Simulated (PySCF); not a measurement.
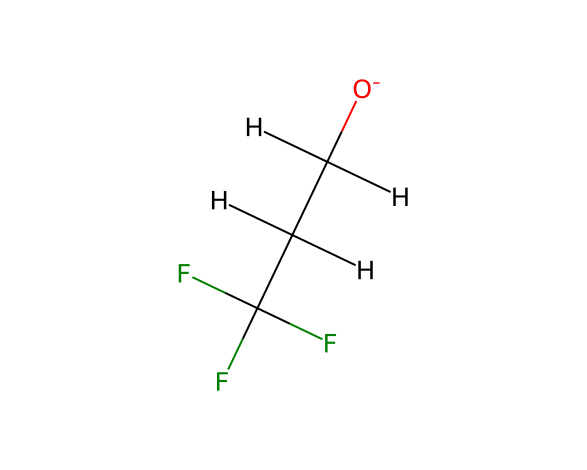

Charge −1, singlet.

**Write the SMILES.**

[O-]CCC(F)(F)F

**Give the formula, hydrogens included.**

C3H4F3O, charge -1.

**An optimisation with GFN2-xTB gave a structure of which point group?**

Cs. Other conformers may differ.

The parts below concern this one geometry. Atoms keep their numbers from picture to picture. Computed geometry: GFN2-xTB optimisation. No frequency run is at hand to confirm it as a minimum.

**Shape**

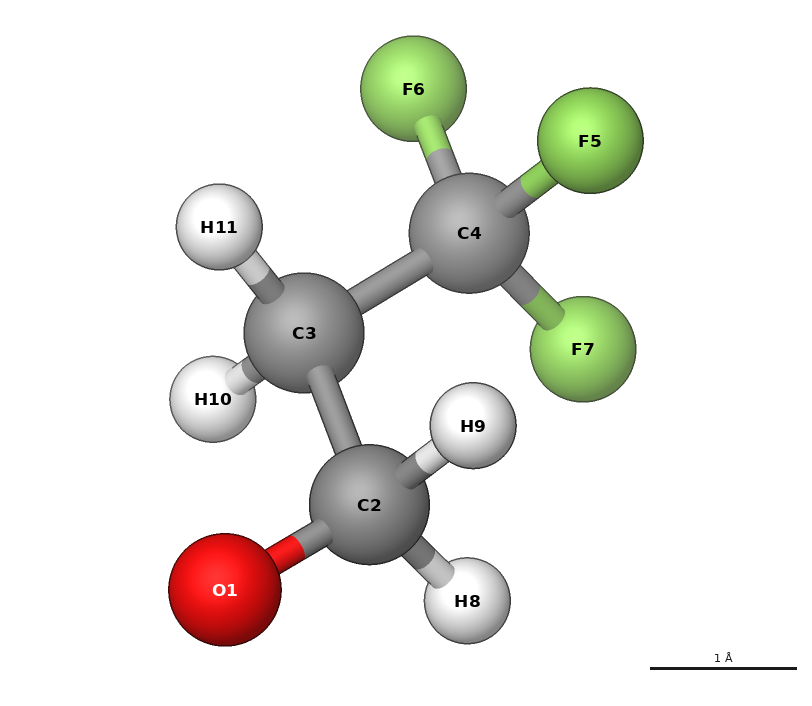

Numbered structure. No frequency run is at hand to confirm it as a minimum.

**Describe the coordination of atom 4.**

C4 has 4 neighbours (C3 at 1.48, F5 at 1.35, F6 at 1.39, F7 at 1.35 Å); the arrangement is tetrahedral.

**Describe the coordination of atom 2.**

C2 has 4 neighbours (O1 at 1.28, C3 at 1.64, H8 at 1.14, H9 at 1.14 Å); the arrangement is tetrahedral.

**Describe the coordination of atom 3.**

C3 has 4 neighbours (C2 at 1.64, C4 at 1.48, H10 at 1.09, H11 at 1.09 Å); the arrangement is tetrahedral.

**What is the dihedral angle C2–C3–C4–F6?**

180° in size, that is anti.

**NMR shielding**

The questions are on isotropic NMR shieldings of the H atoms. No frequency run is at hand to confirm it as a minimum. Method: GIAO PBE0/pcSseg-1 NMR shielding, non-relativistic, gas phase (PySCF 2.14.0).

Give the isotropic NMR shieldings of the H atoms atom by atom.

```tsv
atom	σ (ppm)
H8	24.92
H9	24.92
H10	30.12
H11	30.11
```

**Electronic properties**

No frequency run is at hand to confirm it as a minimum. Method: PBE0/def2-SVPD, gas phase (PySCF 2.14.0).

Computed properties:

- HOMO energy (Kohn–Sham orbital): −0.25 eV
- mean static polarisability: 60.1 bohr³

**Quadrupole coupling**

No frequency run is at hand to confirm it as a minimum. Electric field gradients from the ground-state density, PBE0/pcSseg-1 (PySCF 2.14.0), non-relativistic apart from any core potentials.

Give the largest field-gradient component, the quadrupole coupling constant and the asymmetry for 17O at O1 (Q = −25.6 mb), 2H at H8 (Q = 2.86 mb), 2H at H10 (Q = 2.86 mb).

```
atom  V_zz (a.u.)  e²qQ/h (MHz)     η
  O1        1.610         −9.68  0.21
  H8        0.231         0.155  0.03
 H10        0.315         0.212  0.06
```
